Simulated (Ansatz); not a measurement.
# TiSbSe3: from a guess to a relaxed structure

Where does this trial cell of TiSbSe3 go when cell and atoms are let free?

Program: Ansatz 0.2.0. Level of theory: DFT PBE, scalar-relativistic, plane waves, PAW. These are calculated values, not measurements.

## 1. The system as given

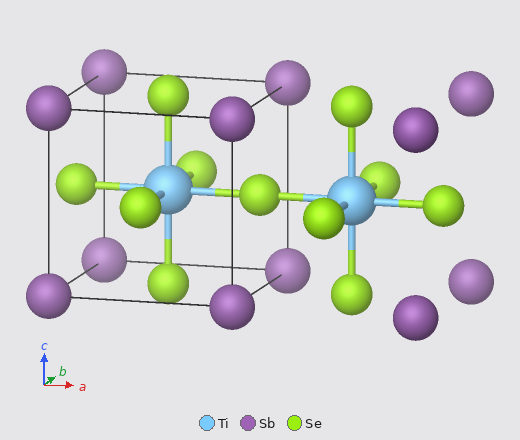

Start, viewed slightly off an axis; titanium blue, antimony purple, selenium green. 2×1×1 cells are drawn. Atoms on the faces are drawn again on the opposite ones.

As a file:

```cif
data_structure
_symmetry_space_group_name_H-M 'P 1'
_symmetry_Int_Tables_number 1
_cell_length_a 4.8900
_cell_length_b 4.8900
_cell_length_c 4.8900
_cell_angle_alpha 90.000
_cell_angle_beta 90.000
_cell_angle_gamma 90.000
_cell_volume 116.93
loop_
_atom_site_label
_atom_site_type_symbol
_atom_site_fract_x
_atom_site_fract_y
_atom_site_fract_z
_atom_site_occupancy
Ti1 Ti 0.50000 0.50000 0.50000 1
Sb1 Sb 0.00000 0.00000 0.00000 1
Se1 Se 0.00000 0.50000 0.50000 1
Se2 Se 0.50000 0.50000 0.00000 1
Se3 Se 0.50000 0.00000 0.50000 1
```

The cell is invented: species swapped into a database cell of ErRh3C (Pm-3m, No. 221), with Sb on the Er sites, Se on the Rh sites and Ti on the C sites. Lengths come from tabulated atomic sizes and are only a guess.

## 2. Probe: one point on a coarse mesh

The input, input.yaml:

```yaml
crystal:
  lattice:
    - [4.89004139, 0.0, 0.0]
    - [0.0, 4.89004139, 0.0]
    - [0.0, 0.0, 4.89004139]
  atoms:
    - { symbol: Ti, position: [0.5, 0.5, 0.5], spin: 1.0 }
    - { symbol: Sb, position: [0.0, 0.0, 0.0] }
    - { symbol: Se, position: [0.0, 0.5, 0.5] }
    - { symbol: Se, position: [0.5, 0.5, 0.0] }
    - { symbol: Se, position: [0.5, 0.0, 0.5] }
basis:
  ecutwfc: 420
kpoints:
  mp_grid: { grid: [4, 4, 4] }
hamiltonian:
  xc: pbe
scf:
  occupations: { method: gaussian, width: 0.1 }
  lower_state_search: "off"
output:
  forces: true
  stress: true
  eigenvalues: true
  populations: true
magnetization:
  spin_polarized: true
```

On the command line:

```console
ansatz run input.yaml --threads 1 --pin off --max-ram 2560MiB --backend cpu --events-out ev --progress --plain --runs-dir out
```

The log of the run (excerpt; [...] marks lines left out):

```text
[...]
SCF converged after 20 iterations
Magnetization: 0.3048 μB (37.6524 up, 37.3476 down)
Absolute magnetization: 0.3764 μB (∫|ρ↑−ρ↓|, with the PAW one-centre terms)
Spin contamination: 0.0020 ħ² per cell (⟨S²⟩ above its minimum at these occupations)
Per-site moments (μB) at R_I (Å): [(0.07807819526608266, 1.0085710366875), (0.16452875745128992, 1.426334838700155), (-0.008560488943662289, 1.0085710366875), (-0.008560488943662348, 1.0085710366875), (-0.008560488943662885, 1.0085710366875)]
Free energy (F): -25392.582697 eV
[...]
E sigma→0 (E₀):  -25392.572117 eV
Entropy (-TS):   -0.021159 eV (-4.232 meV/atom)
Fermi energy:    9.876228 eV
[...]
--- Forces (eV/Å), atoms counted from 1 ---
  atom   1  Ti     0.00000000    -0.00000000     0.00000000
  atom   2  Sb    -0.00000000    -0.00000000    -0.00000000
  atom   3  Se     0.00000000     0.00000000     0.00000000
  atom   4  Se     0.00000000    -0.00000000    -0.00000000
  atom   5  Se     0.00000000     0.00000000     0.00000000
[...]
--- Stress (GPa, compression-positive) ---
        2.508565       0.000000       0.000000
       -0.000000       2.508565       0.000000
        0.000000      -0.000000       2.508565
  P = ⅓ Tr σ = 2.5086 GPa (25.086 kbar)
--- Band table (eV; the first three rows and the last of 20) ---
[...]
--- Löwdin populations: 5 sites ---
  site symbol       q [e]    m [muB]
     0     Ti     11.4234     0.1084
     1     Sb     14.5635     0.2449
     2     Se     16.2696    -0.0183
     3     Se     16.2696    -0.0183
     4     Se     16.2696    -0.0183
  spilling = 0.002724 (of n_electrons = 75.000000)
```

Run time: 26 s. Hardware: 1 thread of Intel Xeon at 2.50GHz (Skylake/Cascade Lake), shared host; peak memory 0.48 GiB.

Per atom:

| atom | moment in the atom's sphere (μB) | Löwdin electrons |
| --- | --- | --- |
| Ti1 | 0.08 | 11.42 |
| Sb2 | 0.16 | 14.56 |
| Se3 | -0.01 | 16.27 |
| Se4 | -0.01 | 16.27 |
| Se5 | -0.01 | 16.27 |

The Löwdin counts miss 0.20 of the 75 electrons, which the atomic orbitals do not span, so they are no charges.

The probe gives pressure 2.5 GPa, largest force 0.00 eV/Å, gap on this mesh none (metal). The relaxation goes to the converged mesh at once.

## 3. Final relaxation

The input, input.yaml:

```yaml
crystal:
  lattice:
    - [4.89004139, 0.0, 0.0]
    - [0.0, 4.89004139, 0.0]
    - [0.0, 0.0, 4.89004139]
  atoms:
    - { symbol: Ti, position: [0.5, 0.5, 0.5] }
    - { symbol: Sb, position: [0.0, 0.0, 0.0], spin: 0.18 }
    - { symbol: Se, position: [0.0, 0.5, 0.5] }
    - { symbol: Se, position: [0.5, 0.5, 0.0] }
    - { symbol: Se, position: [0.5, 0.0, 0.5] }
basis:
  ecutwfc: 420
kpoints:
  mp_grid: { grid: [8, 8, 8] }
hamiltonian:
  xc: pbe
scf:
  occupations: { method: gaussian, width: 0.1 }
output:
  forces: true
  stress: true
  eigenvalues: true
  populations: true
  write_density: true
  write_potential: true
  elf: true
  volumetric_format: npy
magnetization:
  spin_polarized: true
relax:
  adjacent_minimum: "off"
  f_tol: 0.01
  max_steps: 80
  cell: { stress_tol: 0.05 }
```

On the command line:

```console
ansatz run input.yaml --threads 1 --pin off --max-ram 2560MiB --backend cpu --events-out ev --progress --plain --runs-dir out
```

The log of the run (excerpt; [...] marks lines left out):

```text
Warning: RAYON_NUM_THREADS=1 ignored (pool sized by the plan → 1); use --threads N
[...]
Pseudopotentials: kind: paw
Pseudopotential: Ti, paw, valence charge 12, recommended cutoff 420 eV (normal), Ti.paw.azcp
Pseudopotential: Sb, paw, valence charge 15, recommended cutoff 420 eV (normal), Sb.paw.azcp
Pseudopotential: Se, paw, valence charge 16, recommended cutoff 420 eV (normal), Se.paw.azcp
Functional definition: PBE
[...]
Crystal: 5 atoms, lattice volume = 116.933 Å³
Basis set: ecut = 420 eV, 2301 PW (Γ), exchange–correlation on 72×72×72 points (8 copies of the dense FFT grid, shifted against one another)
Bands: 46, of which v1, the nominal top of the filled ones, is band 38 counted from 1 (37 counted from 0)
Symmetry: 48 space group operations
Space group: Pm-3m (ITA 221), of the structure as read, at distance tolerance 4.9e-5 Å
Magnetic group: BNS 221.92 (UNI 1594), of the structure as read, at distance tolerance 4.9e-5 Å
k-points: 35 of 512
[...]
Starting moments: Σ|m| = 0.18 μB on 1 of 5 sites
[...]
WARN: the starting moments were not kept: the SCF closed with an absolute magnetisation of 2.3e-5 μB, where they sum to 0.18 μB in size (1 site). That is at most 0.1 of that sum. Measured as dr2_m measures the in/out step, that magnetisation stands 3.4e-11 eV from none, at or under the [...]
  F+E_penalty+E_count = -25392.52863195 eV   max|allowed force component| = 6.700e-29 eV/Å   (the final SCF, on the basis selected at the relaxed cell)
  cell:  # Å, volume = 121.8896 Å³
    - [4.958179343347713, 6.419766481290786e-34, -3.851859888774472e-34]
    - [7.7037197775489426e-34, 4.958179343347713, -1.2839532962581572e-34]
    - [-3.851859888774472e-34, -1.2839532962581572e-34, 4.958179343347713]
  atoms:
    - { symbol: Ti, position: [0.49999999999999994, 0.49999999999999994, 0.49999999999999994] }
    - { symbol: Sb, position: [7.975409257988941e-35, -4.3077056177174255e-36, -2.461546067345691e-37] }
    - { symbol: Se, position: [-3.5118057226626013e-35, 0.49999999999999994, 0.49999999999999994] }
    - { symbol: Se, position: [0.49999999999999994, 0.49999999999999994, 1.3948761047954035e-36] }
    - { symbol: Se, position: [0.49999999999999994, 5.333349812447235e-36, 0.49999999999999994] }
--- Löwdin populations: 5 sites ---
  site symbol       q [e]    m [muB]
     0     Ti     11.3532     0.0000
     1     Sb     14.5899     0.0000
     2     Se     16.2891    -0.0000
     3     Se     16.2891    -0.0000
     4     Se     16.2891    -0.0000
  spilling = 0.002528 (of n_electrons = 75.000000)
```

It took 4.1 min on 1 thread of Intel Xeon at 2.50GHz (Skylake/Cascade Lake), shared host; peak memory 0.65 GiB.

Relaxation path:

```csv
step,energy from step 1 (eV/cell),largest force component (eV/Å),pressure (GPa),volume (Å³)
1,0.0000,0.0000,3.03,116.93
2,-0.0439,0.0000,-0.25,122.33
3,-0.0443,0.0000,-0.02,121.89
4,-0.0448,0.0000,-0.02,121.89
```

Step 1 is the start. Step 4 repeats the geometry before it on a plane-wave basis chosen anew for that cell, so its energy need not be comparable with the rows above.

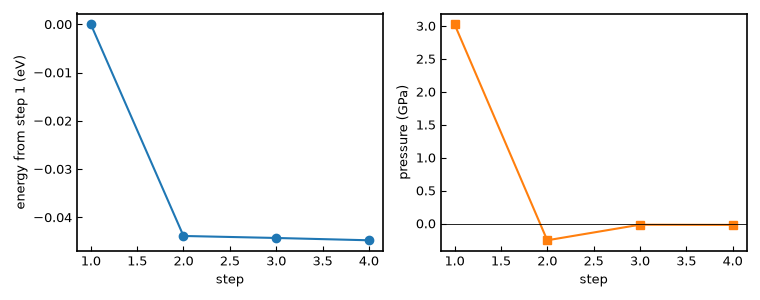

Energy and pressure along the relaxation.

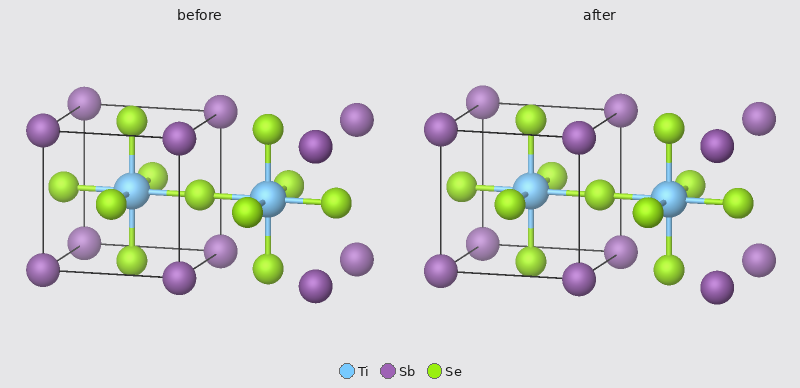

Before and after, at one scale. The change is too small to see at this scale.

|  | before | after | change |
| --- | --- | --- | --- |
| a (Å) | 4.890 | 4.958 | +1.4 % |
| b (Å) | 4.890 | 4.958 | +1.4 % |
| c (Å) | 4.890 | 4.958 | +1.4 % |
| volume (Å³/atom) | 23.39 | 24.38 | +4.2 % |
| shortest distance (Å) | 2.445 | 2.479 | +1.4 % |
| space group (0.01 Å) | Pm-3m | Pm-3m | same |

The run keeps the 48 symmetry operations of the start, so it could not have lowered the symmetry.

Per atom:

```
atom  Löwdin electrons
 Ti1             11.35
 Sb2             14.59
 Se3             16.29
 Se4             16.29
 Se5             16.29
```

The Löwdin counts miss 0.19 of the 75 electrons, which the atomic orbitals do not span, so they are no charges.

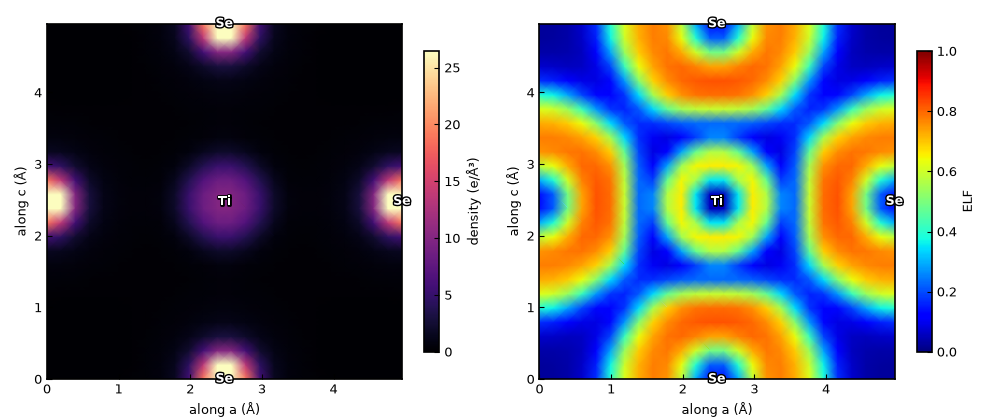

Density (left) and ELF (right) in a lattice plane of the grid's cell (edges 4.96 and 4.96 Å, at 0.500 of the third edge), which holds Ti and Se. Only atoms in the plane are labelled; the density scale stops at 26.45 e/Å³. Both are smooth fields of the valence electrons: close to the nuclei they are not physical.

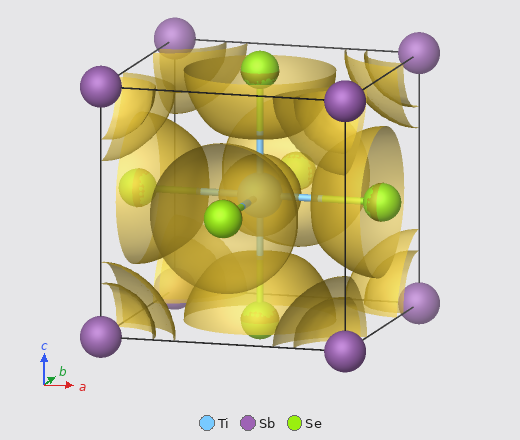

Surface of ELF = 0.40, drawn in one cell.

Outside the cores ELF peaks at 0.82 in the shell around Se, 0.8 Å from Se; 0.45 beside Sb, off the lines to its neighbours, 1.3 Å from Sb.

## 4. Results

| quantity | value |
| --- | --- |
| symmetry at the end (tolerance 0.05 Å) | space group Pm-3m (No. 221) |
| conventional cell | a = 4.958 Å, b = 4.958 Å, c = 4.958 Å, α = 90.00°, β = 90.00°, γ = 90.00° |
| volume | 24.38 Å³/atom |
| energy over the elements | -0.22 eV/atom |
| gap on the mesh | none (metal) |

**Reading.** The space group Pm-3m (No. 221) is kept, and the volume per atom grows by 4.2 % from the first guess. A negative formation energy is needed for stability but isn't enough; other structures and compounds were not set against it here. No finished test with a distortion of lower symmetry is shown, so the end may be a saddle point. Spin-orbit coupling is left out for Sb. Other magnetic orders were not searched.
